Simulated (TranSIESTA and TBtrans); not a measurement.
System: Al chain with one bond stretched by 2.0 Å. Leads: straight Al chain, spacing 2.328 Å. Geometry: as built, not relaxed.

TranSIESTA and TBtrans, PBE, DZP numerical orbitals (energy shift 0.15 eV), PseudoDojo norm-conserving scalar-relativistic potentials, mesh cutoff 200 Ry, 300 K, no spin polarisation, no spin-orbit coupling; self-consistent non-equilibrium Green functions.

Energies count from the leads' Fermi level. Transmissions are for one spin of a degenerate pair. The energy step is 0.01 eV; narrower resonances are cut or missed.

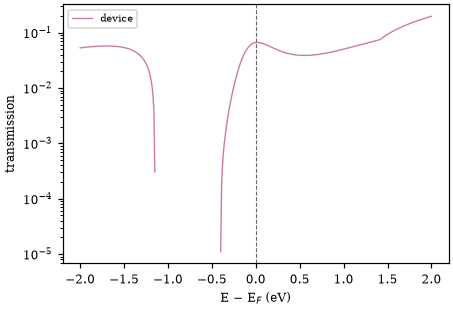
Transmission against energy

```
E (eV)       T  lead channels
------  ------  -------------
-2.00    0.053              1
-1.80    0.057              1
-1.60    0.057              1
-1.40    0.048              1
-1.20    0.016              1
-1.00        0              0
-0.80        0              0
-0.60        0              0
-0.40   1.1e-5      band edge
-0.20    0.021              2
0.00     0.067              2
0.20     0.052              2
0.40     0.041              2
0.60     0.039              2
0.80     0.043              2
1.00     0.050              2
1.20     0.061              2
1.40     0.074              2
1.60      0.11              3
1.80      0.16              3
2.00      0.20              3
```

The straight chain is held at its spacing; free chains may zigzag or dimerise. No spin-polarised start was tried, so a magnetic state, if there is one, is missed.
